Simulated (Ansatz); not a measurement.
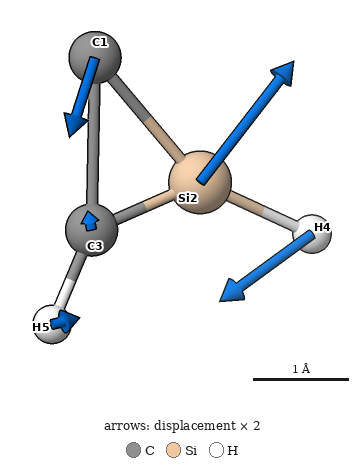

A relaxation of C2H2Si. The starting structure is drawn; blue arrows show the displacements, magnified 2 times. The two geometries are superimposed by the best rigid fit.

The picture is a ball-and-stick view, seen at a tilt.

It is one of the separated reactants of a reaction.

Theory: RKS PBE-D4/def2-SVP in Ansatz.

Input
```yaml
crystal:
  periodic: [false, false, false]
  atoms:
    - {symbol: C, position_ang: [1.172018, 0.734780, 0.914823]}
    - {symbol: Si, position_ang: [0.116353, -0.600811, 0.272685]}
    - {symbol: C, position_ang: [-0.163769, 0.571088, -0.309703]}
    - {symbol: H, position_ang: [-0.377669, -1.927459, 0.161567]}
    - {symbol: H, position_ang: [-0.863769, 0.908660, -1.065662]}
basis:
  gaussian: {orbitals: def2-SVP}
hamiltonian: {xc: pbe, dispersion: d4}
relax: {f_tol: 0.03, max_steps: 250}
```

Launched with:
```bash
ansatz run in.yaml --threads 2 --pin off --events-out ev --progress --plain --max-ram 4352MiB
```

### Describe the change and its energy.

Over 15 geometry steps the energy falls by 7.422 eV. Largest force component: 27 eV/Å at the start, 0.019 eV/Å at the end. Si2 moves most after the best rigid fit: 0.83 Å. By element the largest moves are Si 0.83 Å, H 0.64 Å, C 0.45 Å. Some distances before and after: Si2–C3 1.338 → 2.074 Å, C1–C3 1.820 → 1.293 Å, Si2–H4 1.420 → 1.571 Å, C1–Si2 1.819 → 1.936 Å. Among the angles between lasting bonds that change: C3–Si2–H4 135.3° → 69.2°, C1–Si2–H4 156.2° → 106.6°, Si2–C1–C3 43.2° → 77.1°. Cost: 9 s on 2 threads of Arm Neoverse V2, with other jobs on the host.
